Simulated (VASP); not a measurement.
Band structure of ZrO2 (relaxed from the tetragonal-ZrO2 structure, space group P4_2/nmc). These are r2SCAN meta-GGA, VASP's PBE PAW potentials (set 64) (plane waves; VASP) values and carry that method's errors.

The path is coarsely sampled, so an indirect gap can come out somewhat too large.

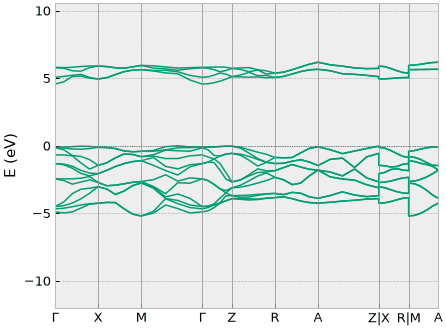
Figure: Bands along high-symmetry lines, zero at the valence-band maximum or, without a gap, the Fermi level

Problem. Read the plot: is there a gap, and where are the band edges?

Solution. The gap is indirect, 4.57 eV, from the valence maximum at M-Γ at 0.60 to the conduction minimum at Γ.

The structure was generated: ZrO2 was put into the tetragonal-ZrO2 type (P4_2/nmc), which need not be its known phase. It was relaxed first.
